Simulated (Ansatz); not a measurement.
## Phonons of TiB2 (P6/mmm) against volume

Wanted: Grüneisen parameters and pressure coefficients of the modes of TiB2 (P6/mmm).

Main program and level: Ansatz 0.2.0; DFT LDA, scalar-relativistic, plane waves, PAW; PAW set soft_1.

**1. Set-up**

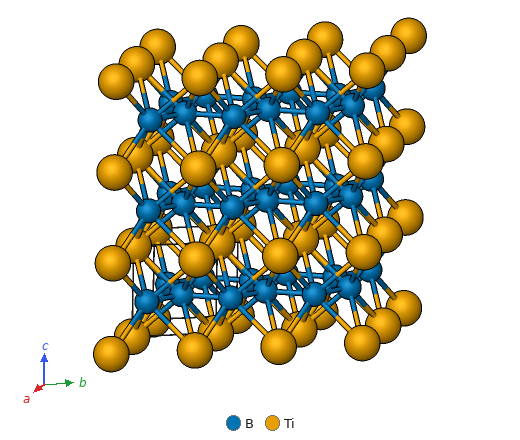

The starting structure, seen slightly off an axis (boron blue, titanium orange). 2×3×3 cells are drawn. Some periodic images of atoms are drawn too.

**2. A rough relaxation first**

A rough relaxation comes first, because large forces or stress need no tight tolerances yet.

input.yaml

```yaml
crystal:
  lattice:
    - [3.0292, 0.0, 0.0]
    - [-1.5146, 2.6233641531, 0.0]
    - [0.0, 0.0, 3.2284]
  atoms:
    - { symbol: B, position: [0.33333333, 0.66666667, 0.5] }
    - { symbol: B, position: [0.66666667, 0.33333333, 0.5] }
    - { symbol: Ti, position: [0.0, 0.0, 0.0] }
kpoints:
  mp_grid: { grid: [9, 9, 6] }
hamiltonian:
  xc: lda
  pseudopotentials: { kind: paw, azcp: { folder: soft_1 }, xc_functional: pbe }
scf:
  occupations: { method: gaussian, width: 0.1 }
output:
  forces: true
  stress: true
  eigenvalues: true
relax:
  adjacent_minimum: "off"
  f_tol: 0.05
  max_steps: 80
  cell: { stress_tol: 0.5 }
```

Command:

```sh
ansatz run input.yaml --threads 4 --pin off --max-ram 10240MiB --backend cpu --events-out ev --progress --plain --runs-dir out
```

Numbers of over 12 decimals in the logs are rounded to 6 here.

What it wrote:

```text
The last accepted step is kept in <dir> (removed where the run ends without a failure and the disk answers)
Engine: ansatz 0.2.0, x86_64-unknown-linux-gnu
Pseudopotentials: kind: paw
Pseudopotential: B, paw, valence charge 3, recommended cutoff 420 eV (normal), soft_1/B.paw.azcp
Pseudopotential: Ti, paw, valence charge 12, recommended cutoff 420 eV (normal), soft_1/Ti.paw.azcp
Functional definition: SPW92
[...]
F+E_penalty+E_count = -2753.31469163 eV   max|allowed force component| = 3.284e-16 eV/Å   (the final SCF, on the basis selected at the relaxed cell)
  cell:  # Å, volume = 24.5252 Å³
    - [2.994950, 0.0, 0]
    - [-1.497475, 2.593703, 0]
    - [0, 0, 3.157207]
  atoms:
    - { symbol: B, position: [0.333333, 0.666667, 0.500000] }
    - { symbol: B, position: [0.666667, 0.333333, 0.500000] }
    - { symbol: Ti, position: [0, 0, 0] }
[key lines of the parts left out:]
SCF converged after 7 iterations
Free energy (F): -2753.314692 eV
Fermi energy:    15.599155 eV
P = ⅓ Tr σ = -0.0336 GPa (-0.336 kbar)
```

Run time: 6.7 s. Hardware: 4 threads of Intel Xeon at 2.50GHz (Skylake/Cascade Lake), shared host; peak memory 0.33 GiB; 15 s of CPU time.

Relaxation path:

| step | energy less that of the first step (eV) | largest force component (eV/Å) | pressure (GPa) | volume (Å³) |
| --- | --- | --- | --- | --- |
| 1 | 0.0000 | 0.0000 | -11.28 | 25.66 |
| 2 | -0.0412 | 0.0000 | -2.48 | 24.73 |
| 3 | -0.0435 | 0.0000 | 0.47 | 24.49 |
| 4 | -0.0437 | 0.0000 | 0.01 | 24.53 |
| 5* | -0.0426 | 0.0000 | -0.03 | 24.53 |

Relaxation steps marked * repeat the geometry before them on a plane-wave basis chosen anew for their cell, so energy and pressure can jump there.

The run keeps the 24 symmetry operations that it works with, so distortions that break them were not tested.

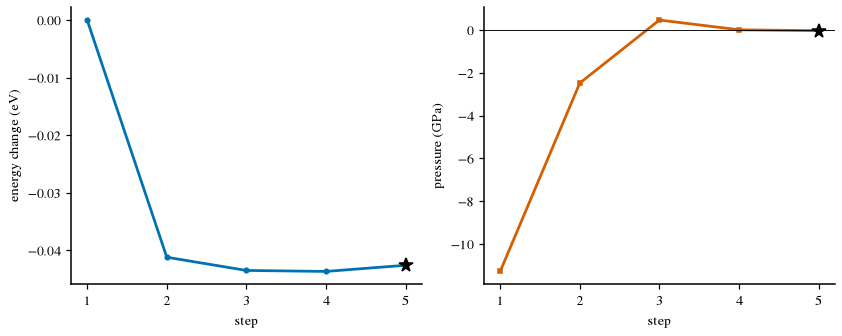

Energy and pressure along the relaxation. Stars mark steps on a basis chosen anew.

| conventional cell, symmetrised | before | after | change |
| --- | --- | --- | --- |
| a (Å) | 3.029 | 2.995 | -1.1 % |
| b (Å) | 3.029 | 2.995 | -1.1 % |
| c (Å) | 3.228 | 3.157 | -2.2 % |
| volume (Å³/atom) | 8.55 | 8.18 | -4.4 % |

The relaxed structure:

```xyz
3
Lattice="2.9950 0.0000 0.0000 -1.4975 2.5937 0.0000 0.0000 0.0000 3.1572" Properties=species:S:1:pos:R:3 pbc="T T T"
B     0.0000    1.7291    1.5786
B     1.4975    0.8646    1.5786
Ti    0.0000    0.0000    0.0000
```

This step gave:

```
pressure          : -0.03356 GPa
volume per atom   : 8.175 Å³
gap on the k-mesh : 0 eV
```

In this step the volume went from 8.55 to 8.18 Å³/atom.

**3. Relaxation**

Harmonic phonons are second derivatives at a point where the forces vanish, and they are wanted at zero stress, so atoms and cell are relaxed first.

input.yaml, the sections that differ from step 2:

```yaml
crystal:
  lattice:
    - [2.9949503521, 0.0, 0.0]
    - [-1.497475176, 2.593703088, 0.0]
    - [0.0, 0.0, 3.1572070142]
  atoms:
    - { symbol: B, position: [0.3333333333, 0.6666666667, 0.5] }
    - { symbol: B, position: [0.6666666667, 0.3333333333, 0.5] }
    - { symbol: Ti, position: [0.0, 0.0, 0.0] }
kpoints:
  mp_grid: { grid: [18, 18, 14] }
output:
  forces: true
  stress: true
  eigenvalues: true
  write_density: true
  write_potential: true
  elf: true
  volumetric_format: npy
relax:
  adjacent_minimum: "off"
  f_tol: 0.005
  max_steps: 80
  cell: { stress_tol: 0.05 }
# hamiltonian, scf: as in step 2
```

What it wrote:

```text
[...]
Crystal: 3 atoms, lattice volume = 24.525 Å³
Basis set: ecut = 420 eV, 467 PW (Γ)
Bands: 13, of which v1, the nominal top of the filled ones, is band 9 counted from 1 (8 counted from 0)
Symmetry: 24 space group operations
[...]
k-points: 296 of 4536
[...]
SCF iter   1: F=—  HF=-2754.547791 eV  |F-HF|=—  |Δ(HF+E_count)|=         —  Δρ=1.12e-1  dr2=4.80e0  ethr=3.10e-3  ⟨swp⟩=4.3  Hψ=18367  notcnv=0
[...]
SCF iter   7: F=-2753.315245 eV  HF=-2753.315245 eV  |F-HF|=5.80e-9  |Δ(HF+E_count)|=   2.95e-7  Δρ=5.54e-6  dr2=5.15e-9  ethr=5.56e-10  ⟨swp⟩=8.7  Hψ=25881  notcnv=0
SCF 1 converged in 7 iterations: F = -2753.315245 eV  dr2 = 5.15e-9
[...]
relax step   1: F+E_penalty+E_count = -2753.31524489 eV  Δ(F+E_penalty+E_count) = +0.000e0 eV  max|allowed force component| = 1.419e-16 eV/Å  Δτ_max = 0.0000 Å  P = -0.041 GPa  Ω = 24.525 Å³  (7 SCF iters, dr2 threshold 1.00e-7 eV, accepted)
Crystal: 3 atoms, lattice volume = 24.529 Å³
[...]
SCF iter   6: F=-2753.315284 eV  HF=-2753.315284 eV  |F-HF|=0.00e0  |Δ(HF+E_count)|=  2.73e-12  Δρ=2.46e-8  dr2=4.52e-14  ethr=1.00e-12  ⟨swp⟩=3.1  Hψ=13093  notcnv=0
SCF 2 converged in 6 iterations: F = -2753.315284 eV  dr2 = 4.52e-14
relax step   2: F+E_penalty+E_count = -2753.31528382 eV  Δ(F+E_penalty+E_count) = -3.893e-5 eV  max|allowed force component| = 1.974e-16 eV/Å  Δτ_max = 0.0000 Å  P = -0.033 GPa  Ω = 24.529 Å³  energy of the carried Pulay correction = -3.019e-6 eV  (6 SCF iters, dr2 threshold 3.00e-7 eV, accepted)
[...]
SCF iter   7: F=-2753.315289 eV  HF=-2753.315289 eV  |F-HF|=4.55e-13  |Δ(HF+E_count)|=  4.55e-13  Δρ=8.73e-11  dr2=1.25e-18  ethr=1.00e-12  ⟨swp⟩=1.1  Hψ=8918  notcnv=0
SCF 3 converged in 7 iterations: F = -2753.315289 eV  dr2 = 1.25e-18
relax step   3: F+E_penalty+E_count = -2753.31528874 eV  Δ(F+E_penalty+E_count) = -4.926e-6 eV  max|allowed force component| = 2.159e-16 eV/Å  Δτ_max = 0.0000 Å  P = -0.033 GPa  Ω = 24.529 Å³  stress off target by 4.32e-2 GPa  SCF on the basis re-selected at this cell (its energy is not comparable with the rows above)  (7 SCF iters)
basis re-selected at this cell: Δ(F+E_penalty+E_count) = -4.926e-6 eV, ΔP = -0.000 GPa vs the last step (what re-selecting the basis moved, of the pressure what is left beyond the Pulay correction that the steps carried, after the strain that the cell walked since its last selection, with what the two solves' SCF thresholds leave and, on support functions, any second-order correction that the steps lacked; it is no m [...]
SCF converged after 7 iterations
Free energy (F): -2753.315289 eV
[...]
Internal energy: -2753.313581 eV  (E = F + TS)
E sigma→0 (E₀):  -2753.314435 eV
Entropy (-TS):   -0.001708 eV (-0.569 meV/atom)
Fermi energy:    15.570382 eV
[...]
--- Stress (GPa, compression-positive) ---
       -0.027477      -0.000000       0.000000
       -0.000000      -0.027477       0.000000
        0.000000       0.000000      -0.043239
  P = ⅓ Tr σ = -0.0327 GPa (-0.327 kbar)
--- Band table (eV; the first three rows and the last of 296) ---
  k-point 0: bands = [... 5 lower, 12.7742, 12.7742, 13.3284, 13.3630, 17.5508, 17.5508, 19.4424, 19.4424]
  k-point 1: bands = [... 5 lower, 12.4312, 12.8312, 12.8312, 14.1916, 17.3514, 17.3514, 19.3138, 19.3138]
  k-point 2: bands = [... 5 lower, 11.4679, 13.0010, 13.0010, 14.9676, 16.8939, 16.8939, 18.9490, 18.9490]
  k-point 295: bands = [... 5 lower, 6.9107, 9.7974, 12.3307, 12.3307, 18.2361, 20.1594, 20.1594, 20.3227]
--- Relaxed structure (2 steps of the walk, 2 accepted, 1 SCFs on fresh bases) ---
[...]
cell:  # Å, volume = 24.5290 Å³
    - [2.993667, -2.88551938809036e-11, 0.0]
    - [-1.496834, 2.592592, 0.0]
    - [0.0, 0.0, 3.160400]
  atoms:
    - { symbol: B, position: [0.333333, 0.666667, 0.5] }
    - { symbol: B, position: [0.666667, 0.333333, 0.5] }
    - { symbol: Ti, position: [0, 0, 0.0] }
```

It took 15 s on 4 threads; peak memory 0.44 GiB; 46 s of CPU time.

Step by step:

| step | energy less that of the first step (eV) | largest force component (eV/Å) | pressure (GPa) | volume (Å³) |
| --- | --- | --- | --- | --- |
| 1 | 0.0000 | 0.0000 | -0.04 | 24.53 |
| 2 | 0.0000 | 0.0000 | -0.03 | 24.53 |
| 3* | 0.0000 | 0.0000 | -0.03 | 24.53 |

Relaxation steps marked * repeat the geometry before them on a plane-wave basis chosen anew for their cell, so energy and pressure can jump there.

The run keeps the 24 symmetry operations that it works with, so distortions that break them were not tested.

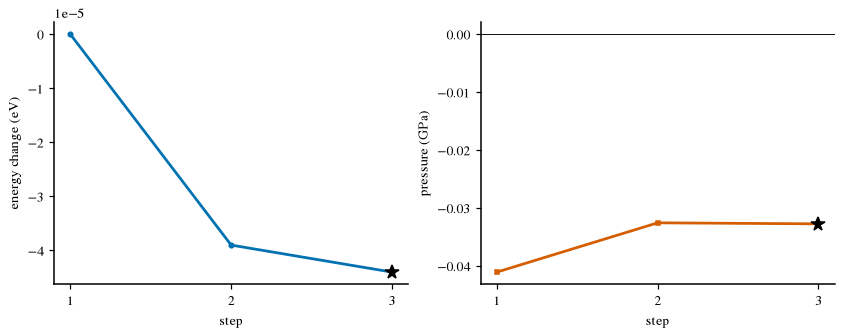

Energy and pressure along the relaxation. Stars mark steps on a basis chosen anew.

| conventional cell, symmetrised | before | after | change |
| --- | --- | --- | --- |
| a (Å) | 2.995 | 2.994 | -0.0 % |
| b (Å) | 2.995 | 2.994 | -0.0 % |
| c (Å) | 3.157 | 3.160 | +0.1 % |
| volume (Å³/atom) | 8.18 | 8.18 | +0.0 % |

The relaxed structure:

```
B Ti
1.0
     2.99367    0.00000    0.00000
    -1.49683    2.59259    0.00000
     0.00000    0.00000    3.16040
B Ti
2 1
Direct
  0.33333 0.66667 0.50000
  0.66667 0.33333 0.50000
  0.00000 0.00000 0.00000
```

Numbers from this step:

```yaml
pressure: -0.03273 GPa
volume_per_atom: 8.176 Å³
```

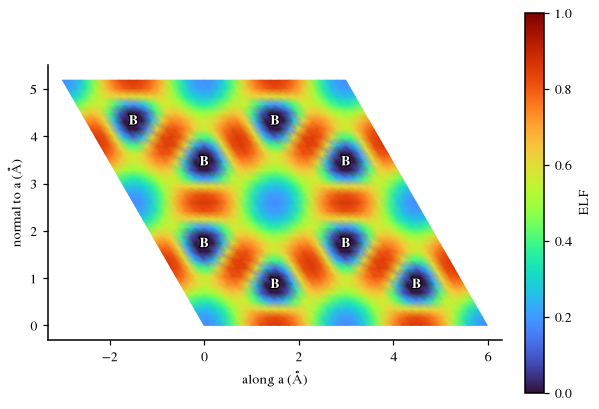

ELF in the ab plane at fractional z = 0.500, with atoms of B within 0.2 Å of it. It is the smooth field of the valence electrons, not physical close to the nuclei.

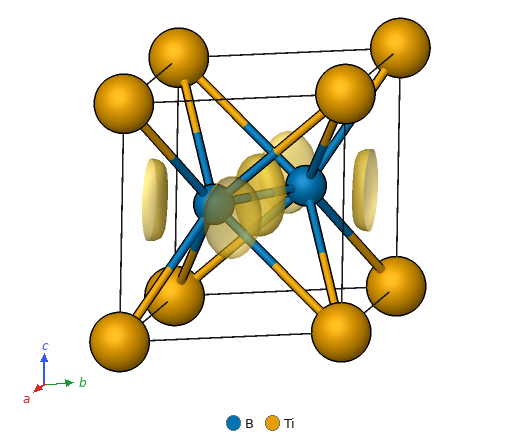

Surface of ELF = 0.78.

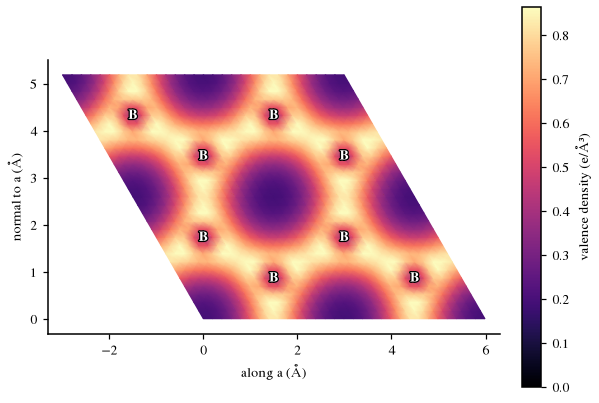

Valence density in the ab plane at fractional z = 0.500, with atoms of B within 0.2 Å of it. It is the smooth field of the valence electrons, not physical close to the nuclei.

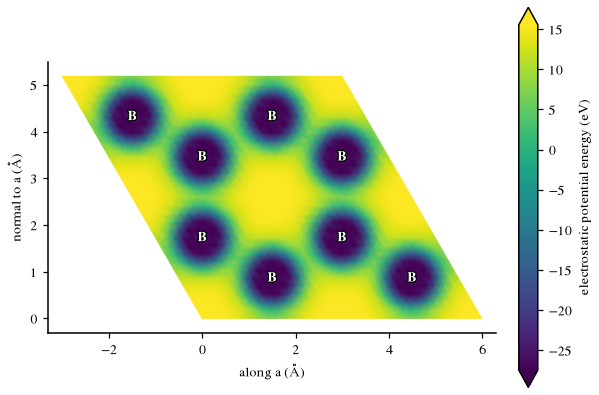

Electrostatic potential energy in the ab plane at fractional z = 0.500, with atoms of B within 0.2 Å of it. With pseudopotentials it is smooth inside the atoms' cores, unlike the true potential.

In this step the volume went from 8.18 to 8.18 Å³/atom.

**4. Tight relaxation**

Phonons need small forces and stress, so the relaxation is finished with tight tolerances on 18×18×16 k points.

input.yaml

```yaml
crystal:
  lattice:
    - [2.9936671803, 0.0, 0.0]
    - [-1.4968335901, 2.5925918287, 0.0]
    - [0.0, 0.0, 3.1603998391]
  atoms:
    - { symbol: B, position: [0.3333333333, 0.6666666667, 0.5] }
    - { symbol: B, position: [0.6666666667, 0.3333333333, 0.5] }
    - { symbol: Ti, position: [0.0, 0.0, 0.0] }
kpoints:
  mp_grid: { grid: [18, 18, 16] }
hamiltonian:
  xc: lda
  pseudopotentials: { kind: paw, azcp: { folder: soft_1 }, xc_functional: pbe }
scf:
  occupations: { method: methfessel_paxton, width: 0.2 }
output:
  forces: true
  stress: true
  eigenvalues: true
relax:
  adjacent_minimum: "off"
  f_tol: 0.001
  max_steps: 60
  cell: { stress_tol: 0.01 }
```

What it wrote:

```text
[...]
Crystal: 3 atoms, lattice volume = 24.529 Å³
Basis set: ecut = 420 eV, 467 PW (Γ)
Bands: 13, of which v1, the nominal top of the filled ones, is band 9 counted from 1 (8 counted from 0)
Symmetry: 24 space group operations
[...]
k-points: 333 of 5184
[...]
--- Relaxed structure (3 steps of the walk, 3 accepted, 1 SCFs on fresh bases) ---
[...]
cell:  # Å, volume = 24.5249 Å³
    - [2.993590, -2.8866685266359045e-11, 0]
    - [-1.496795, 2.592525, 0]
    - [0, 0, 3.160031]
  atoms:
    - { symbol: B, position: [0.333333, 0.666667, 0.500000] }
    - { symbol: B, position: [0.666667, 0.333333, 0.500000] }
    - { symbol: Ti, position: [0, 0, 0] }
[key lines of the parts left out:]
SCF converged after 3 iterations
Free energy (F): -2753.314385 eV
Fermi energy:    15.567496 eV
P = ⅓ Tr σ = -0.0001 GPa (-0.001 kbar)
```

Run time: 19 s. Hardware: 4 threads; peak memory 0.45 GiB; 58 s of CPU time.

Little changed from the start: no atom moved by 0.005 Å and no cell edge by 0.1 %.

This step gave:

```yaml
pressure: -1.41e-4 GPa
volume_per_atom: 8.175 Å³
```

The forces vanish by symmetry and the pressure is 0.000 GPa, within the tolerances set. The cell now holds 8.17 Å³/atom.

**5. Zone-centre response at rest**

The force constants come from the linear response of the density to a displacement.

The modes at rest are the reference of the series.

input.yaml, the sections that differ from step 4:

```yaml
crystal:
  lattice:
    - [2.9935898201, 0.0, 0.0]
    - [-1.49679491, 2.5925248327, 0.0]
    - [0.0, 0.0, 3.1600306491]
  atoms:
    - { symbol: B, position: [0.3333333333, 0.6666666667, 0.5] }
    - { symbol: B, position: [0.6666666667, 0.3333333333, 0.5] }
    - { symbol: Ti, position: [0.0, 0.0, 0.0] }
output:
  eigenvalues: true
phonons:
  method: dfpt
# kpoints, hamiltonian, scf: as in step 4
# relax: removed
```

What it wrote:

```text
zone centre: on kpoints.mp_grid the ground state, and the responses unless they are solved on pairs of k-points, stand on 819 of the mesh's 5184 k-points, reduced under 4 symmetry operations, with k and −k counted as one. Each operation leaves every solved displacement unchanged or reverses it
[...]
Crystal: 3 atoms, lattice volume = 24.525 Å³
Basis set: ecut = 420 eV, 467 PW (Γ), exchange–correlation on 48×48×48 points (8 copies of the dense FFT grid, shifted against one another)
Bands: 13, of which v1, the nominal top of the filled ones, is band 9 counted from 1 (8 counted from 0)
Symmetry: 24 space group operations
k-points: 819 of 5184 (irreducible under 4 space group operations, time reversal used)
[...]
SCF iter   1: F=—  HF=-2754.550681 eV  |F-HF|=—  |Δ(HF+E_count)|=         —  Δρ=1.12e-1  dr2=4.81e0  ethr=3.10e-3  ⟨swp⟩=4.3  Hψ=50455  notcnv=0
[...]
SCF iter  10: F=-2753.314385 eV  HF=-2753.314385 eV  |F-HF|=4.55e-13  |Δ(HF+E_count)|=  2.73e-12  S|Δr|=    0.00e0  Δρ=5.94e-9  dr2=1.20e-14  ethr=1.00e-12  ⟨swp⟩=4.8  Hψ=37298  notcnv=0
SCF 1 converged in 10 iterations: F = -2753.314385 eV  dr2 = 1.20e-14
[...]
DFPT response loops at Γ: preconditioner auto → Kerker (q_TF=auto, 2.591 Å⁻¹) (partly filled bands, converged f_vac=0.000); β = 1.00, the filter's whole step (`scf.mixing.beta` (0.50) is not read by the response loops under this deck's `scf.mixing.preconditioner`; to damp them name `kerker` or `kerker_dos`, under which they read `scf.mixing.beta`, and type it under 1.00, their step now; both keys bind the ground state too); Broyden in place of MSR1
SCF converged after 10 iterations
[...]
Free energy (F): -2753.314385 eV
[...]
Internal energy: -2753.314885 eV  (E = F + TS)
E sigma→0 (E₀):  -2753.314510 eV
Entropy (-TS):   0.000499 eV (0.166 meV/atom)
Fermi energy:    15.567497 eV
[...]
--- Band table (eV; the first three rows and the last of 819) ---
  k-point 0: bands = [... 5 lower, 12.7759, 12.7759, 13.3311, 13.3667, 17.5541, 17.5541, 19.4465, 19.4465]
  k-point 1: bands = [... 5 lower, 12.5518, 12.8196, 12.8196, 14.0932, 17.3985, 17.3985, 19.3477, 19.3477]
  k-point 2: bands = [... 5 lower, 11.7146, 12.9499, 12.9499, 14.7831, 17.0227, 17.0227, 19.0638, 19.0638]
  k-point 818: bands = [... 5 lower, 8.3467, 10.2009, 11.4558, 12.7058, 18.1530, 18.8902, 19.6179, 20.4289]
--- Phonons (Γ-DFPT): 4 representative perturbations + reference, on 819 of 5184 k-points (Σ response iterations 12) ---
  k mesh reduced under 4 symmetry operations, with k and −k counted as one. Each operation leaves every solved displacement unchanged or reverses it
  ASR residual: 2.101e-6 → 0.000e0 eV/Å²; symmetrization residual: 4.755e-7 eV/Å²
  ASR residual per site (eV/Å²): 2.10e-6 2.10e-6 1.02e-6
  Γ frequencies (cm⁻¹): 0.00 0.00 0.00 535.42 535.42 540.92 571.69 916.36 916.36
  non-analytic LO–TO correction: not included (Born effective charges unavailable; polar crystals: no LO–TO splitting at Γ)
```

The job ended after 74 s (4 threads; peak memory 1.2 GiB).

Reading the cycles: dr2 is the Hartree energy of the density residual (eV), the measure of convergence; HF is the Harris–Foulkes estimate of the energy, which meets the free energy F at convergence.

This step gave:

```
sum-rule residual before enforcement                    : 2.10e-6 eV/Å²
point group                                             : 6/mmm
highest optical mode at the zone centre (no LO-TO term) : 916.4 cm⁻¹
lowest optical zone-centre mode                         : 535.4 cm⁻¹
```

Patterns of degenerate modes are one choice out of their space. The modes at Γ (shares of kinetic energy by element, %):

| mode | frequency (cm⁻¹) | symmetry | B % | Ti % |
| --- | --- | --- | --- | --- |
| 1 | 0.0 | acoustic | 31 | 69 |
| 2 | 0.0 | acoustic | 31 | 69 |
| 3 | 0.0 | acoustic | 31 | 69 |
| 4 | 535.4 | E1u | 69 | 31 |
| 5 | 535.4 | E1u | 69 | 31 |
| 6 | 540.9 | A2u | 69 | 31 |
| 7 | 571.7 | B1g | 100 | 0 |
| 8 | 916.4 | E2g | 100 | 0 |
| 9 | 916.4 | E2g | 100 | 0 |

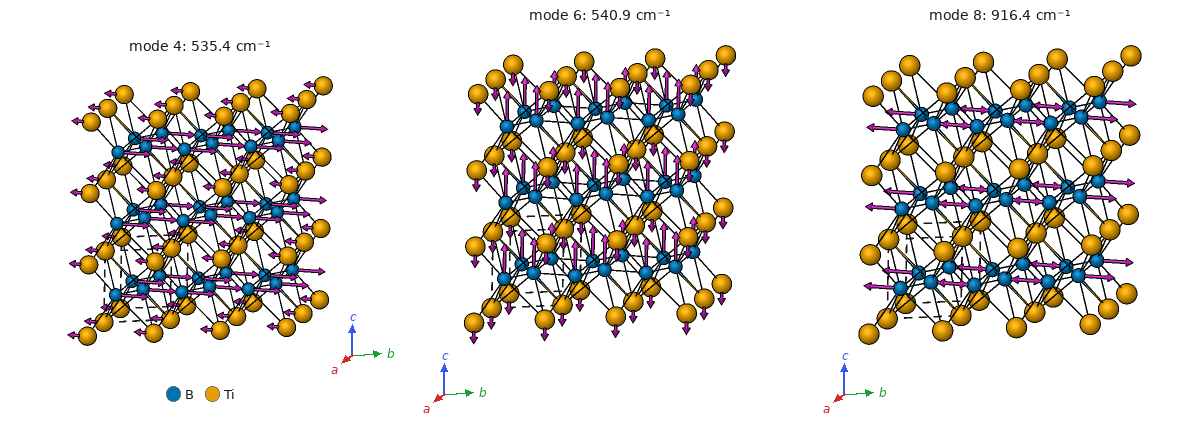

Displacement patterns of modes 4, 6 and 8 at Γ; arrows are exaggerated. 2×3×3 cells are drawn. Some periodic images of atoms are drawn too.

Before it was imposed, the acoustic sum rule was missed by 2.1e-6 eV/Å². Small misses are needed for a sound result but don't prove that mesh and cutoff are converged. The lowest optical mode is real, 535 cm⁻¹.

(Continued in part 2 of 2.)

[Logs are printed without paths, hosts, clocks, repeated set-up lines and the standing remarks that a program may print on its own settings, such as how far it seeks lower states.]

[Hosts, paths, dates, database ids (printed as entryN), source tags and the programs' standing remarks are cut or masked in the printed files.]
